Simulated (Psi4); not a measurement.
# HF/3-21G run of TiH4O4 (SMILES O[Ti](O)(O)O)

Aim: the energy change on altering one bond length of TiH4O4 at HF/3-21G, from 2 runs. Input form: a QCSchema input.

The results are computed with Psi4 1.11.

### Step 1. The system as given

TiH4O4 has 9 atoms, charge 0, and is taken as a singlet. SMILES: `O[Ti](O)(O)O`. The coordinates come from a PBE0-D4/def2-TZVP relaxation. This is one conformer, not always the lowest.

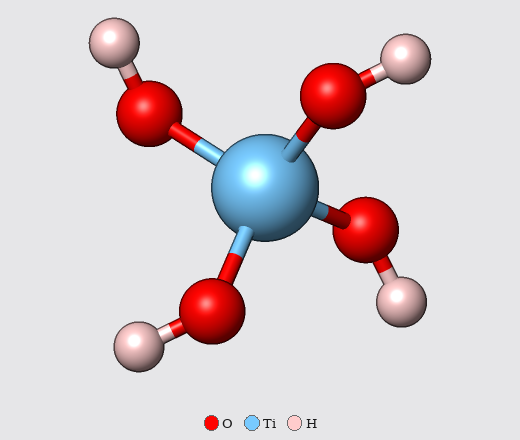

Viewed from a chosen angle; oxygen red, titanium blue, hydrogen pink.

### Step 2. The energy at HF/3-21G

File job.json:

```json
{
  "schema_name": "qcschema_input",
  "schema_version": 1,
  "molecule": {
    "schema_name": "qcschema_molecule",
    "schema_version": 2,
    "symbols": ["O", "Ti", "O", "O", "O", "H", "H", "H", "H"],
    "geometry": [-0.2366882, 2.39690972, -2.40511113, 0.00013228, 0.00017008, -9.449e-05, 3.12127954, -1.35173999, -0.12494869, -2.33500229, -2.41733766, -0.53636097, -0.54894654, 1.37247029, 3.06574049, -1.53723551, 2.67197825, -3.63377326, 4.29153023, -1.67424065, 1.21789069, -2.122427, -4.11251648, -1.13487502, -0.63262361, 3.11428755, 3.55153238],
    "molecular_charge": 0,
    "molecular_multiplicity": 1,
    "fix_symmetry": "c1"
  },
  "driver": "energy",
  "model": {
    "method": "scf",
    "basis": "3-21G"
  },
  "keywords": {
    "reference": "rhf",
    "puream": true,
    "e_convergence": 1e-09,
    "d_convergence": 1e-08,
    "scf_type": "pk"
  }
}
```

Run with:

```bash
$ psi4 --qcschema job.json -n 1 --memory 2200MB
```

stdout, cut to the lines that bear on the results:

```text
[...]
  Running in c1 symmetry.
[...]
  Nuclear repulsion =  327.335093244906147
[...]
  Multiplicity = 1
[...]
  Nalpha       = 29
  Nbeta        = 29
[...]
    Number of basis functions: 71
[...]
   @RHF iter   1: -1144.11318825075136   -2.39089e+00   1.53580e-02 DIIS/ADIIS
[...]
   @RHF iter  12: -1144.60621043258334   -1.22782e-11   5.18752e-09 DIIS
[...]
    Orbital Energies [Eh]
    ---------------------
    Doubly Occupied:
       1A   -182.356403     2A    -21.641528     3A    -20.435117
       4A    -20.434884     5A    -20.434815     6A    -20.434808
       7A    -17.987585     8A    -17.987584     9A    -17.987540
      10A     -3.060340    11A     -1.970233    12A     -1.970228
      13A     -1.968685    14A     -1.291294    15A     -1.277407
      16A     -1.276886    17A     -1.276871    18A     -0.654239
      19A     -0.654217    20A     -0.653022    21A     -0.650007
      22A     -0.525623    23A     -0.514119    24A     -0.505962
      25A     -0.496424    26A     -0.496421    27A     -0.464796
      28A     -0.464784    29A     -0.463322
[...]
  @RHF Final Energy: -1144.60621043258334
   => Energetics <=
    Nuclear Repulsion Energy =            327.3350932449061474
    One-Electron Energy =               -2223.2123139637860731
    Two-Electron Energy =                 751.2710102862964732
    Total Energy =                      -1144.6062104325833388
[...]
 Multipole Moments:
 ------------------------------------------------------------------------------------
     Multipole            Electronic (a.u.)      Nuclear  (a.u.)        Total (a.u.)
 ------------------------------------------------------------------------------------
 L = 1.  Multiply by 2.5417464519 to convert [e a0] to [Debye]
 Dipole X            :         -0.0000778           -0.0006373           -0.0007151
 Dipole Y            :          0.0005614           -0.0005809           -0.0000195
 Dipole Z            :          0.0002255            0.0005717            0.0007973
 Magnitude           :                                                    0.0010712
[...]
```

The result, in JSON:

```text
{
 "driver": "energy",
 "model": {
  "method": "scf",
  "basis": "3-21G"
 },
 "success": true,
 "return_result": -1144.6062104325833,
 "properties": {
  "calcinfo_nbasis": 71,
  "calcinfo_nmo": 71,
  "calcinfo_nalpha": 29,
  "calcinfo_nbeta": 29,
  "calcinfo_natom": 9,
  "nuclear_repulsion_energy": 327.33509324490615,
  "return_energy": -1144.6062104325833,
  "scf_one_electron_energy": -2223.212313963786,
  "scf_two_electron_energy": 751.2710102862965,
  "scf_dipole_moment": [-0.0007150741664687307, -1.9503342134519208e-05, 0.0007972931253883431],
  "scf_total_energy": -1144.6062104325833,
  "scf_iterations": 12
 }
}
```

Wall time 2.1 s (1 thread of Intel Xeon Platinum 8375C at 2.90GHz (Ice Lake), shared host); peak memory 0.24 GiB.

### Step 3. The distorted shape: energy and gradient at HF/3-21G

File h4o4ti.json:

```json
{
 "schema_name": "qcschema_input",
 "schema_version": 1,
 "molecule": {
  "schema_name": "qcschema_molecule",
  "schema_version": 2,
  "symbols": ["O", "Ti", "O", "O", "O", "H", "H", "H", "H"],
  "geometry": [-0.35510222, 3.595323, -3.60766292, 0.00013228, 0.00017008, -9.449e-05, 3.12127954, -1.35173999, -0.12494869, -2.33500229, -2.41733766, -0.53636097, -0.54894654, 1.37247029, 3.06574049, -1.65564953, 3.87039154, -4.83632505, 4.29153023, -1.67424065, 1.21789069, -2.122427, -4.11251648, -1.13487502, -0.63262361, 3.11428755, 3.55153238],
  "molecular_charge": 0,
  "molecular_multiplicity": 1,
  "fix_symmetry": "c1",
  "fix_com": true,
  "fix_orientation": true
 },
 "driver": "gradient",
 "model": {
  "method": "scf",
  "basis": "3-21G"
 },
 "keywords": {
  "reference": "rhf",
  "puream": true,
  "e_convergence": 1e-09,
  "d_convergence": 1e-08,
  "scf_type": "pk"
 }
}
```

Run with:

```bash
$ psi4 --qcschema h4o4ti.json -n 1 --memory 2200MB
```

stdout, cut to the lines that bear on the results:

```text
[...]
  Running in c1 symmetry.
[...]
  Nuclear repulsion =  300.392787347535943
[...]
  Multiplicity = 1
[...]
  Nalpha       = 29
  Nbeta        = 29
[...]
    Number of basis functions: 71
[...]
   @RHF iter   1: -1143.85310937512213   -2.34711e+00   1.59158e-02 ADIIS/DIIS
[...]
   @RHF iter  16: -1144.44632408761663   -1.02318e-11   9.52583e-09 DIIS
[...]
  @RHF Final Energy: -1144.44632408761663
   => Energetics <=
    Nuclear Repulsion Energy =            300.3927873475359434
    One-Electron Energy =               -2167.7665853828507352
    Two-Electron Energy =                 722.9274739476982177
    Total Energy =                      -1144.4463240876166310
[...]
 Multipole Moments:
 ------------------------------------------------------------------------------------
     Multipole            Electronic (a.u.)      Nuclear  (a.u.)        Total (a.u.)
 ------------------------------------------------------------------------------------
 L = 1.  Multiply by 2.5417464519 to convert [e a0] to [Debye]
 Dipole X            :          1.3508170           -1.0584318            0.2923852
 Dipole Y            :        -12.0390226           10.7913888           -1.2476338
 Dipole Z            :         12.1885793          -10.8297125            1.3588668
 Magnitude           :                                                    1.8677789
[...]
  -Total Gradient:
     Atom            X                  Y                   Z
    ------   -----------------  -----------------  -----------------
       1       -0.031486766827     0.050607356321    -0.073118216385
       2        0.016892244878    -0.031289819557     0.043485333156
       3        0.048742272857    -0.019011571527    -0.007727876608
       4       -0.040053774497    -0.033558091700    -0.008277458529
       5       -0.011027946301     0.016216262560     0.049251125439
       6        0.018989393151     0.011804440871     0.002989764805
       7       -0.011387581624     0.003445779614     0.000266402193
       8        0.006912256066     0.008044575637     0.002994660935
       9        0.002419902298    -0.006258932219    -0.009863735006
[...]
```

The result, in JSON:

```text
{
 "driver": "gradient",
 "model": {
  "method": "scf",
  "basis": "3-21G"
 },
 "success": true,
 "return_result": [-0.03148676682741333, 0.050607356321367356, -0.07311821638472285, 0.016892244877717382, -0.03128981955748954, 0.04348533315569374, 0.04874227285731436, -0.019011571526516134, -0.007727876608255968, -0.040053774497331135, -0.03355809170034474, -0.008277458529305629, -0.01102794630105173, 0.01621626256046682, 0.04925112543854092, 0.018989393151034428, 0.01180444087094007, 0.002989764804871703, -0.011387581624027476, 0.0034457796136802277, 0.0002664021927044624, 0.006912256065800766, 0.008044575637050355, 0.002994660935449839, 0.0024199022984996363, -0.006258932219328772, -0.009863735006350266],
 "properties": {
  "calcinfo_nbasis": 71,
  "calcinfo_nmo": 71,
  "calcinfo_nalpha": 29,
  "calcinfo_nbeta": 29,
  "calcinfo_natom": 9,
  "nuclear_repulsion_energy": 300.39278734753594,
  "return_energy": -1144.4463240876166,
  "return_gradient": [-0.03148676682741333, 0.050607356321367356, -0.07311821638472285, 0.016892244877717382, -0.03128981955748954, 0.04348533315569374, 0.04874227285731436, -0.019011571526516134, -0.007727876608255968, -0.040053774497331135, -0.03355809170034474, -0.008277458529305629, -0.01102794630105173, 0.01621626256046682, 0.04925112543854092, 0.018989393151034428, 0.01180444087094007, 0.002989764804871703, -0.011387581624027476, 0.0034457796136802277, 0.0002664021927044624, 0.006912256065800766, 0.008044575637050355, 0.002994660935449839, 0.0024199022984996363, -0.006258932219328772, -0.009863735006350266],
  "scf_one_electron_energy": -2167.7665853828507,
  "scf_two_electron_energy": 722.9274739476982,
  "scf_dipole_moment": [0.29238521340442536, -1.2476337931145558, 1.3588667872501308],
  "scf_total_energy": -1144.4463240876166,
  "scf_total_gradient": [-0.03148676682741333, 0.050607356321367356, -0.07311821638472285, 0.016892244877717382, -0.03128981955748954, 0.04348533315569374, 0.04874227285731436, -0.019011571526516134, -0.007727876608255968, -0.040053774497331135, -0.03355809170034474, -0.008277458529305629, -0.01102794630105173, 0.01621626256046682, 0.04925112543854092, 0.018989393151034428, 0.01180444087094007, 0.002989764804871703, -0.011387581624027476, 0.0034457796136802277, 0.0002664021927044624, 0.006912256065800766, 0.008044575637050355, 0.002994660935449839, 0.0024199022984996363, -0.006258932219328772, -0.009863735006350266],
  "scf_iterations": 16
 }
}
```

It took 3.3 s on 1 thread of Intel Xeon Platinum 8375C at 2.90GHz (Ice Lake), shared host; peak memory 0.25 GiB.

### Step 4. Outcome

At HF/3-21G:

| quantity | value |
| --- | --- |
| first shape: total energy | -1144.60621 Eh |
| first shape: dipole moment | 0.00 D |
| first shape: HOMO energy | -12.61 eV |
| first shape: LUMO energy | 1.90 eV |
| first shape: HOMO–LUMO gap | 14.51 eV |
| distorted shape: total energy | -1144.44632 Eh |
| distorted shape: dipole moment | 4.75 D |
| distorted shape: HOMO energy | -8.78 eV |
| distorted shape: LUMO energy | 1.02 eV |
| distorted shape: HOMO–LUMO gap | 9.80 eV |
| distorted shape: largest force on an atom | 4.851 eV/Å |
| energy change with the O1–Ti2 bond stretched from 1.801 to 2.702 Å | 4.351 eV |

In words: With the O1–Ti2 bond stretched from 1.801 to 2.702 Å the energy rises by 4.35 eV (100 kcal/mol). The first shape isn't relaxed at this level, so the change isn't measured from a minimum. A restricted reference can't describe the breaking bond well at this length.
